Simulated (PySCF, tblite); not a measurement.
# C4H7PSi: vibronic structure, part 2 of 2

tblite 0.8.0 and PySCF 2.14.0. Atoms count from 0.

## (5) Vibronic structure: TDDFT wB97X/6-311G*

What the job is given:

```
{"job": {"kind": "vib", "xc": "wB97X", "basis": "6-311G*", "tda": false, "temperature": 600, "fwhm_ev": 0.02, "nstates": 2}, "charge": 0, "multiplicity": 1}
Si    -2.147181    -0.062387     0.302389
C     -0.293477    -0.124742    -0.012463
C      0.459836     1.042949    -0.413015
C      1.777477     0.834979    -0.581098
P      2.188250    -0.912289    -0.410965
C      0.491030    -1.218808     0.115858
H     -2.587519    -1.357948     0.819421
H     -2.833060     0.241986    -0.956170
H     -2.417227     1.000885     1.274608
H     -0.021867     2.000963    -0.535750
H      2.495274     1.578481    -0.884142
H      2.744696    -0.826223     0.866705
H      0.139380    -2.197360     0.396894
```

Level: TDDFT wB97X/6-311G* vertical-gradient vibronic structure (displaced harmonic oscillators, Condon), gas phase.

Standard output:

```text
final grid: 50848 points
cycle   1  E = -787.3885941030  dE =  1.002e+00  |g| = 3.032e-01  |ddm| = 3.000e+00
cycle   2  E = -787.4116101064  dE = -2.302e-02  |g| = 1.501e-01  |ddm| = 4.548e-01
cycle   3  E = -787.4165045773  dE = -4.894e-03  |g| = 5.488e-02  |ddm| = 1.807e-01
cycle   4  E = -787.4174226708  dE = -9.181e-04  |g| = 1.808e-02  |ddm| = 7.935e-02
cycle   5  E = -787.4175226155  dE = -9.994e-05  |g| = 6.178e-03  |ddm| = 2.652e-02
cycle   6  E = -787.4175393388  dE = -1.672e-05  |g| = 2.046e-03  |ddm| = 9.113e-03
cycle   7  E = -787.4175426759  dE = -3.337e-06  |g| = 6.719e-04  |ddm| = 4.799e-03
cycle   8  E = -787.4175432440  dE = -5.681e-07  |g| = 1.948e-04  |ddm| = 2.294e-03
cycle   9  E = -787.4175432952  dE = -5.127e-08  |g| = 7.207e-05  |ddm| = 8.105e-04
cycle  10  E = -787.4175432986  dE = -3.365e-09  |g| = 2.968e-05  |ddm| = 1.873e-04
cycle  11  E = -787.4175432992  dE = -6.112e-10  |g| = 6.935e-06  |ddm| = 9.320e-05
converged SCF energy = -787.4175432992

Singlet excitations (eV, f): 4.962 (0.0391)  5.371 (0.1229)

State S1  4.9623 eV  f = 0.03911  H->L 0.95
  relaxed dipole 1.543 D, largest gradient of the excitation energy 0.1073 Eh/bohr
  mode    cm-1        S   lambda/meV  Raman
   25   1482.6    2.0838     383.0   1.000
   10    667.9    0.9301      77.0   0.091
   24   1304.1    0.1959      31.7   0.073
    9    579.6    0.4306      30.9   0.032
    1     53.7    4.4310      29.5   0.003
   29   2258.7    0.1041      29.1   0.116
    4    296.8    0.7677      28.3   0.015
   15    787.0    0.1819      17.7   0.025
    5    392.8    0.3411      16.6   0.011
   23   1182.7    0.1030      15.1   0.031
    8    559.7    0.1850      12.8   0.013
    7    538.8    0.1513      10.1   0.010
  reorganisation energy 0.7377 eV, total S 10.437, 0-0 4.2245 eV
  absorption maximum 4.913 eV, width 0.830 eV

State S2  5.3709 eV  f = 0.12293  H-1->L 0.91
  relaxed dipole 1.408 D, largest gradient of the excitation energy 0.0661 Eh/bohr
  mode    cm-1        S   lambda/meV  Raman
   10    667.9    2.6250     217.4   1.000
    8    559.7    1.8388     127.6   0.492
    9    579.6    1.3675      98.3   0.392
    4    296.8    2.3942      88.1   0.180
   25   1482.6    0.4132      76.0   0.776
    5    392.8    1.5131      73.7   0.199
   18    819.7    0.7161      72.8   0.411
    2    141.0    2.5506      44.6   0.043
   16    793.1    0.3278      32.2   0.176
   24   1304.1    0.1753      28.4   0.255
   29   2258.7    0.0941      26.4   0.410
   15    787.0    0.2477      24.2   0.131
  reorganisation energy 0.9587 eV, total S 14.763, 0-0 4.4122 eV
  absorption maximum 5.353 eV, width 0.835 eV

State T1  3.1201 eV  f = 0.00000  H->L 0.92
  relaxed dipole 1.151 D, largest gradient of the excitation energy 0.1237 Eh/bohr
  mode    cm-1        S   lambda/meV  Raman
   25   1482.6    2.8438     522.7   1.000
   24   1304.1    0.3188      51.6   0.087
   10    667.9    0.4541      37.6   0.032
    9    579.6    0.3080      22.1   0.017
   23   1182.7    0.1500      22.0   0.034
    8    559.7    0.2434      16.9   0.012
    5    392.8    0.3243      15.8   0.008
    1     53.7    1.9533      13.0   0.001
    7    538.8    0.1868      12.5   0.009
   22   1092.3    0.0731       9.9   0.014
   21   1079.1    0.0693       9.3   0.013
    4    296.8    0.2185       8.0   0.003
  reorganisation energy 0.7734 eV, total S 7.454, 0-0 2.3467 eV
  absorption maximum 3.091 eV, width 0.879 eV
```

Run time: 43 s. Hardware: 1 thread of Arm Neoverse N1, shared host; peak memory 0.93 GiB.

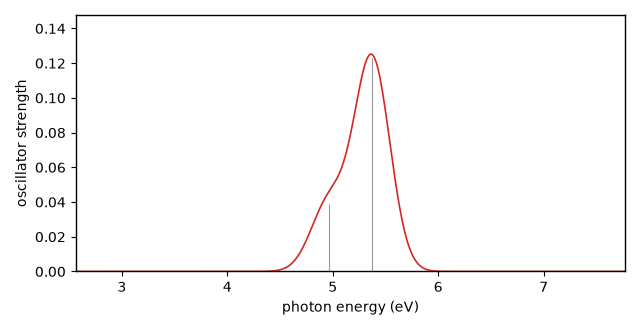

Absorption lines of the singlets. Lines are broadened to a width of 0.40 eV (Gaussian).

## (6) Vibronic structure: TDA CAM-B3LYP/3-21G

Settings changed since step 5:

```diff
@@ -1,2 +1,2 @@
-{"job": {"kind": "vib", "xc": "wB97X", "basis": "6-311G*", "tda": false, "temperature": 600, "fwhm_ev": 0.02, "nstates": 2}, "charge": 0, "multiplicity": 1}
+{"job": {"kind": "vib", "xc": "CAM-B3LYP", "basis": "3-21G", "tda": true, "temperature": 77, "fwhm_ev": 0.08, "grid": 2}, "charge": 0, "multiplicity": 1}
 Si    -2.147181    -0.062387     0.302389
```

Method: TDA CAM-B3LYP/3-21G vertical-gradient vibronic structure (displaced harmonic oscillators, Condon), gas phase.

Standard output:

```text
coarse grid: 11936 points
cycle   1  E = -783.1140791729  dE =  4.924e-01  |g| = 2.379e-01  |ddm| = 3.648e+00
cycle   2  E = -783.1267182976  dE = -1.264e-02  |g| = 1.622e-01  |ddm| = 6.046e-01
cycle   3  E = -783.1338836714  dE = -7.165e-03  |g| = 4.681e-02  |ddm| = 2.952e-01
cycle   4  E = -783.1344303816  dE = -5.467e-04  |g| = 2.196e-02  |ddm| = 8.150e-02
cycle   5  E = -783.1345594596  dE = -1.291e-04  |g| = 3.515e-03  |ddm| = 2.886e-02
cycle   6  E = -783.1345642673  dE = -4.808e-06  |g| = 9.268e-04  |ddm| = 6.235e-03
final grid: 106288 points
cycle   7  E = -783.1826878013  dE = -7.203e-06  |g| = 1.218e-03  |ddm| = 1.204e-02
cycle   8  E = -783.1826881437  dE = -3.424e-07  |g| = 9.037e-04  |ddm| = 3.439e-03
cycle   9  E = -783.1826883481  dE = -2.044e-07  |g| = 2.820e-04  |ddm| = 1.267e-03
cycle  10  E = -783.1826883715  dE = -2.340e-08  |g| = 7.361e-05  |ddm| = 3.990e-04
cycle  11  E = -783.1826883746  dE = -3.108e-09  |g| = 2.457e-05  |ddm| = 2.226e-04
cycle  12  E = -783.1826883750  dE = -3.374e-10  |g| = 8.198e-06  |ddm| = 5.264e-05
converged SCF energy = -783.1826883750

Singlet excitations (eV, f): 5.497 (0.0548)  5.612 (0.1505)  6.800 (0.0169)  7.062 (0.0038)  7.415 (0.0049)  7.622 (0.0047)

State S1  5.4971 eV  f = 0.05479  H->L 0.89
  relaxed dipole 1.608 D, largest gradient of the excitation energy 0.0935 Eh/bohr
  mode    cm-1        S   lambda/meV  Raman
   25   1482.6    1.6300     299.6   1.000
   10    667.9    1.0266      85.0   0.128
   29   2258.7    0.2042      57.2   0.291
    9    579.6    0.3487      25.1   0.033
    4    296.8    0.5437      20.0   0.013
   24   1304.1    0.1097      17.7   0.052
    5    392.8    0.3632      17.7   0.016
   15    787.0    0.1394      13.6   0.024
    1     53.7    1.9722      13.1   0.002
   23   1182.7    0.0659       9.7   0.026
    8    559.7    0.1211       8.4   0.011
    7    538.8    0.1247       8.3   0.010
  reorganisation energy 0.6133 eV, total S 7.077, 0-0 4.8838 eV
  absorption maximum 5.432 eV, width 0.722 eV

State S2  5.6122 eV  f = 0.15050  H-1->L 0.89
  relaxed dipole 1.420 D, largest gradient of the excitation energy 0.0650 Eh/bohr
  mode    cm-1        S   lambda/meV  Raman
   10    667.9    1.7616     145.9   0.994
    4    296.8    3.4710     127.7   0.387
    8    559.7    1.3401      93.0   0.531
   18    819.7    0.8197      83.3   0.697
    9    579.6    1.0390      74.7   0.442
   25   1482.6    0.3595      66.1   1.000
    2    141.0    3.1928      55.8   0.080
    5    392.8    1.0998      53.6   0.215
   29   2258.7    0.1152      32.2   0.743
   24   1304.1    0.1851      29.9   0.398
   16    793.1    0.1835      18.0   0.146
   20    882.7    0.1166      12.8   0.115
  reorganisation energy 0.8515 eV, total S 14.974, 0-0 4.7607 eV
  absorption maximum 5.561 eV, width 0.646 eV

State S3  6.7997 eV  f = 0.01686  H-2->L 0.70, H-3->L 0.13
  relaxed dipole 2.292 D, largest gradient of the excitation energy 0.0743 Eh/bohr
  mode    cm-1        S   lambda/meV  Raman
   23   1182.7    0.4332      63.5   0.947
    2    141.0    3.5401      61.9   0.110
   24   1304.1    0.3351      54.2   0.891
   25   1482.6    0.2911      53.5   1.000
    9    579.6    0.6788      48.8   0.356
   26   1565.6    0.2152      41.8   0.824
   11    694.4    0.4335      37.3   0.327
   20    882.7    0.3236      35.4   0.394
   19    874.1    0.2369      25.7   0.283
    1     53.7    2.3391      15.6   0.011
    4    296.8    0.3877      14.3   0.053
   18    819.7    0.1276      13.0   0.134
  reorganisation energy 0.5226 eV, total S 10.041, 0-0 6.2771 eV
  absorption maximum 6.733 eV, width 0.574 eV

State T1  3.1534 eV  f = 0.00000  H->L 0.94
  relaxed dipole 1.240 D, largest gradient of the excitation energy 0.1237 Eh/bohr
  mode    cm-1        S   lambda/meV  Raman
   25   1482.6    2.8994     533.0   1.000
   24   1304.1    0.3175      51.3   0.085
   10    667.9    0.3973      32.9   0.028
   23   1182.7    0.1466      21.5   0.032
    9    579.6    0.2858      20.5   0.015
    5    392.8    0.3269      15.9   0.008
    8    559.7    0.2017      14.0   0.010
    7    538.8    0.1677      11.2   0.008
    1     53.7    1.3775       9.2   0.001
   22   1092.3    0.0676       9.2   0.013
   21   1079.1    0.0678       9.1   0.012
   29   2258.7    0.0230       6.4   0.018
  reorganisation energy 0.7608 eV, total S 6.633, 0-0 2.3926 eV
  absorption maximum 3.137 eV, width 0.826 eV
```

It took 31 s on 1 thread of Arm Neoverse N1, shared host; peak memory 0.65 GiB.

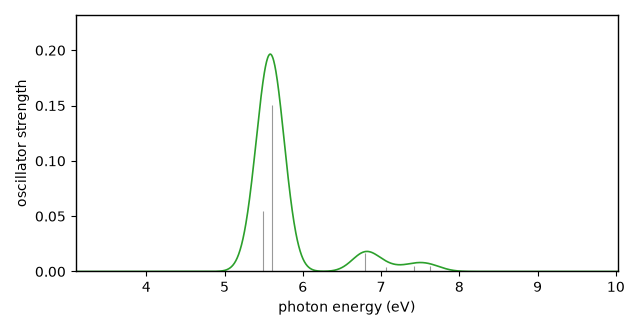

Absorption lines of the singlets. Lines are broadened to a width of 0.40 eV (Gaussian).

## (7) Outcome

The summary covers parts 1 to 2.

```
                                                                                          quantity                      value
                                                         strongest single infrared mode (GFN2-xTB)      2244 cm⁻¹, 362 km/mol
                                                                      zero-point energy (GFN2-xTB)              54.1 kcal/mol
S1: vertical, reorganisation, 0-0, total S (step 4, TDDFT CAM-B3LYP/def2-SVP, modes from GFN2-xTB)   4.94, 0.70, 4.24 eV; 8.9
S2: vertical, reorganisation, 0-0, total S (step 4, TDDFT CAM-B3LYP/def2-SVP, modes from GFN2-xTB)  5.25, 0.90, 4.35 eV; 14.7
S3: vertical, reorganisation, 0-0, total S (step 4, TDDFT CAM-B3LYP/def2-SVP, modes from GFN2-xTB)  6.43, 0.54, 5.89 eV; 10.9
     S1: vertical, reorganisation, 0-0, total S (step 5, TDDFT wB97X/6-311G*, modes from GFN2-xTB)  4.96, 0.74, 4.22 eV; 10.4
     S2: vertical, reorganisation, 0-0, total S (step 5, TDDFT wB97X/6-311G*, modes from GFN2-xTB)  5.37, 0.96, 4.41 eV; 14.8
       T1: vertical, reorganisation, 0-0, total S (step 5, TDA wB97X/6-311G*, modes from GFN2-xTB)   3.12, 0.77, 2.35 eV; 7.5
     S1: vertical, reorganisation, 0-0, total S (step 6, TDA CAM-B3LYP/3-21G, modes from GFN2-xTB)   5.50, 0.61, 4.88 eV; 7.1
     S2: vertical, reorganisation, 0-0, total S (step 6, TDA CAM-B3LYP/3-21G, modes from GFN2-xTB)  5.61, 0.85, 4.76 eV; 15.0
     S3: vertical, reorganisation, 0-0, total S (step 6, TDA CAM-B3LYP/3-21G, modes from GFN2-xTB)  6.80, 0.52, 6.28 eV; 10.0
```

What this shows: All 33 modes are real, so the xTB geometry is a minimum. The strongest single mode, at 2244 cm⁻¹, moves mainly H8. Unscaled tight-binding wavenumbers are off by several per cent, some by more. Its intensities can rank the bands wrongly. The vibronic model keeps the ground-state modes (from xTB) and shifts them along the gradient alone, so it can miss much of the relaxation that a full optimisation finds.
